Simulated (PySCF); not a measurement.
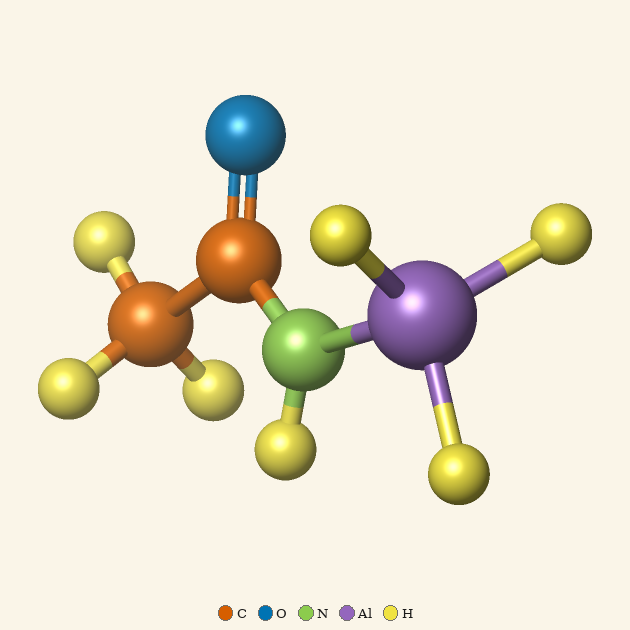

The species has charge −1 and is a spin singlet. The computed structure is the end point of a PBE0-D3(BJ)/def2-SVP optimisation. No frequency run is at hand to confirm it as a minimum.

Give the structural formula.

SMILES: CC(=O)[NH][AlH3-]

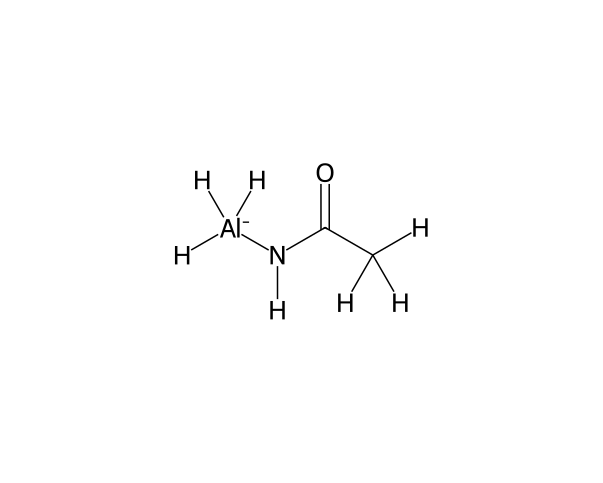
